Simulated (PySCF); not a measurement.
## CH9NOSi2: one change and its effect

System: CH9NOSi2.
Method of run 1: GIAO PBE0/6-31G* NMR shielding, non-relativistic, gas phase (PySCF 2.14.0).

The geometry comes from this level: PBE0-D3(BJ)/def2-SVP. Text and figures count atoms from 1; the logs count them from 0 in places.

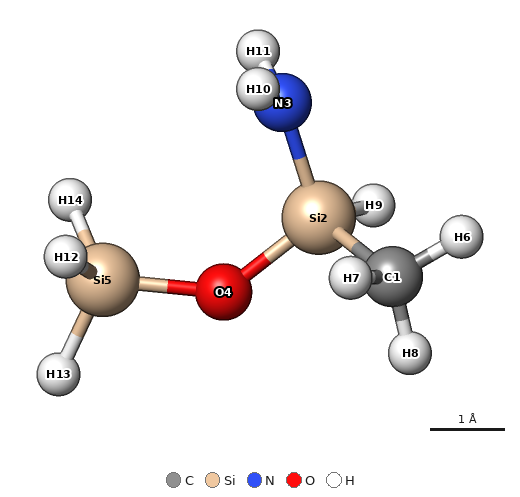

Figure 1. The structure as given in the input (ball-and-stick view, seen at a tilt; atoms are numbered from 1 in the order of the input). Bond lengths as drawn: C–H 1.10 Å, C–Si 1.86 Å, H–N 1.01 Å, H–Si 1.49 to 1.50 Å, N–Si 1.72 Å and O–Si 1.65 to 1.68 Å.

**The input, run 1**
```
{"job": {"kind": "nmr", "xc": "PBE0", "basis": "6-31G*", "pop": true}, "charge": 0, "multiplicity": 1}
C     -1.911646    -1.006337     0.198253
Si    -0.573094     0.000916     1.011069
N     -0.658184     1.629131     0.457345
O      0.891776    -0.729402     0.644158
Si     2.293572    -0.240882    -0.086267
H     -2.910890    -0.663375     0.505873
H     -1.839453    -0.922160    -0.898153
H     -1.809027    -2.070830     0.456742
H     -0.673155     0.034657     2.496913
H     -0.829670     1.861092    -0.513363
H     -0.201484     2.387940     0.947867
H      2.054268     0.148951    -1.511811
H      3.259759    -1.375314    -0.056432
H      2.900424     0.930697     0.620184
```

The first line tells a small driver script what to run in PySCF; the rest is the geometry in Å.

Command:
```bash
OMP_NUM_THREADS=1 python <driver script> task.json out
```

Hardware: 1 CPU thread, shared host.

**Output (run 1)**
```
coarse grid: 12064 points
cycle   1  E = -752.0292908296  dE =  2.313e-01  |g| = 8.231e-01  |ddm| = 3.168e+00
cycle   2  E = -751.8243670995  dE =  2.049e-01  |g| = 1.295e+00  |ddm| = 1.650e+00
cycle   3  E = -752.1616959153  dE = -3.373e-01  |g| = 1.483e-01  |ddm| = 1.137e+00
cycle   4  E = -752.1659933044  dE = -4.297e-03  |g| = 4.879e-02  |ddm| = 1.466e-01
cycle   5  E = -752.1665084690  dE = -5.152e-04  |g| = 1.071e-02  |ddm| = 4.416e-02
cycle   6  E = -752.1665348806  dE = -2.641e-05  |g| = 2.485e-03  |ddm| = 1.054e-02
cycle   7  E = -752.1665364700  dE = -1.589e-06  |g| = 2.979e-04  |ddm| = 2.473e-03
final grid: 105608 points
cycle   8  E = -752.1062854789  dE = -6.426e-06  |g| = 8.574e-03  |ddm| = 1.325e-02
cycle   9  E = -752.1062672461  dE =  1.823e-05  |g| = 1.274e-02  |ddm| = 1.589e-02
cycle  10  E = -752.1063017013  dE = -3.446e-05  |g| = 1.230e-03  |ddm| = 9.661e-03
cycle  11  E = -752.1063020285  dE = -3.272e-07  |g| = 6.748e-05  |ddm| = 9.443e-04
cycle  12  E = -752.1063020290  dE = -4.820e-10  |g| = 6.399e-05  |ddm| = 1.202e-04
cycle  13  E = -752.1063020299  dE = -8.854e-10  |g| = 1.076e-05  |ddm| = 5.442e-05
converged SCF energy = -752.1063020299

GIAO shielding tensors (ppm)
atom      isotropic    diamagn.    paramagn.     s11        s22        s33       span
  0 C      194.259     252.772     -58.513    185.407    195.971    201.399     15.991
  1 Si     424.269     881.384    -457.115    401.826    422.008    448.974     47.148
  2 N      237.414     323.037     -85.622    220.163    226.899    265.181     45.018
  3 O      281.231     395.377    -114.147    242.917    265.215    335.560     92.643
  4 Si     435.199     880.486    -445.287    399.288    407.002    499.307    100.019
  5 H       31.999      29.166       2.833     27.669     29.230     39.097     11.428
  6 H       31.879      31.632       0.247     27.925     30.427     37.283      9.358
  7 H       31.788      29.781       2.007     27.494     29.483     38.386     10.892
  8 H       26.833      29.501      -2.668     23.611     24.523     32.366      8.755
  9 H       31.441      32.217      -0.776     25.609     27.794     40.921     15.311
 10 H       31.232      30.546       0.686     24.953     26.763     41.979     17.026
 11 H       26.715      30.612      -3.897     23.305     25.395     31.444      8.138
 12 H       26.835      28.656      -1.821     23.550     24.967     31.987      8.437
 13 H       26.694      29.435      -2.741     23.339     25.193     31.550      8.212
```

Run 2 used a changed input.

**The two runs side by side**

| quantity | run 1 | run 2 |
| --- | --- | --- |
| outcome | converged | converged |
| total energy (hartree) | −752.106302 | −752.254190 |
| HOMO (eV) | −7.33 | −7.58 |
| LUMO (eV) | 0.86 | 0.47 |
| dipole moment (D) | 1.72 | 1.53 |
| shielding of C1 (ppm) | 194.3 | 188.2 |
| shielding of Si2 (ppm) | 424.3 | 370.4 |
| shielding of N3 (ppm) | 237.4 | 234.5 |
| shielding of O4 (ppm) | 281.2 | 273.8 |
| shielding of Si5 (ppm) | 435.2 | 400.7 |
| shielding of H10 (ppm) | 31.4 | 30.4 |
| shielding of H11 (ppm) | 31.2 | 30.2 |
| SCF iterations | 13 | 14 |
| basis functions | 96 | 284 |
| wall time (shared host) | 9.9 s | 55 s |

What was changed in the input?

The change (lines with − go, lines with + come):
```diff
-"basis": "6-31G*"
+"basis": "cc-pVTZ"
```

The total energy of run 2 is 92.8 kcal/mol lower, which measures the change of basis and not a stability. The HOMO goes from −7.33 to −7.58 eV. The LUMO goes from 0.86 to 0.47 eV. The dipole moment goes from 1.72 to 1.53 D. Of all shieldings, the largest change is that of Si2, by −53.9 ppm. The SCF takes 14 iterations against 13. The basis functions go from 96 to 284.

**Output (run 2)**
```
coarse grid: 12064 points
cycle   1  E = -752.1084312958  dE =  2.141e-01  |g| = 8.804e-01  |ddm| = 6.740e+00
cycle   2  E = -751.8652086136  dE =  2.432e-01  |g| = 1.422e+00  |ddm| = 2.599e+00
cycle   3  E = -752.2470136103  dE = -3.818e-01  |g| = 1.655e-01  |ddm| = 1.627e+00
cycle   4  E = -752.2518396213  dE = -4.826e-03  |g| = 6.137e-02  |ddm| = 2.673e-01
cycle   5  E = -752.2525795002  dE = -7.399e-04  |g| = 1.272e-02  |ddm| = 8.974e-02
cycle   6  E = -752.2526106669  dE = -3.117e-05  |g| = 3.891e-03  |ddm| = 2.260e-02
cycle   7  E = -752.2526141164  dE = -3.450e-06  |g| = 6.037e-04  |ddm| = 6.526e-03
final grid: 105608 points
cycle   8  E = -752.2541724389  dE = -3.810e-05  |g| = 9.395e-03  |ddm| = 7.897e-02
cycle   9  E = -752.2541507876  dE =  2.165e-05  |g| = 1.418e-02  |ddm| = 2.916e-02
cycle  10  E = -752.2541893981  dE = -3.861e-05  |g| = 1.440e-03  |ddm| = 1.704e-02
cycle  11  E = -752.2541898003  dE = -4.022e-07  |g| = 1.607e-04  |ddm| = 1.937e-03
cycle  12  E = -752.2541898054  dE = -5.167e-09  |g| = 7.480e-05  |ddm| = 3.213e-04
cycle  13  E = -752.2541898065  dE = -1.080e-09  |g| = 2.203e-05  |ddm| = 1.193e-04
cycle  14  E = -752.2541898066  dE = -1.071e-10  |g| = 3.255e-06  |ddm| = 3.333e-05
converged SCF energy = -752.2541898066

GIAO shielding tensors (ppm)
atom      isotropic    diamagn.    paramagn.     s11        s22        s33       span
  0 C      188.172     243.778     -55.606    179.156    190.053    195.307     16.151
  1 Si     370.394     889.044    -518.650    342.340    369.982    398.861     56.521
  2 N      234.535     307.701     -73.166    217.478    222.917    263.211     45.733
  3 O      273.817     377.805    -103.988    235.781    260.014    325.656     89.875
  4 Si     400.685     885.287    -484.601    359.849    365.591    476.616    116.767
  5 H       31.256      28.725       2.531     27.080     28.461     38.227     11.147
  6 H       31.161      31.087       0.074     27.701     29.429     36.353      8.652
  7 H       31.097      29.376       1.720     27.041     28.670     37.580     10.539
  8 H       26.335      29.552      -3.217     23.232     24.180     31.593      8.361
  9 H       30.409      32.954      -2.545     24.794     26.725     39.707     14.913
 10 H       30.215      31.447      -1.232     24.297     25.590     40.758     16.461
 11 H       26.215      31.083      -4.868     22.912     24.790     30.945      8.033
 12 H       26.367      28.723      -2.355     23.291     24.486     31.325      8.033
 13 H       26.207      29.704      -3.497     22.992     24.618     31.011      8.019
```
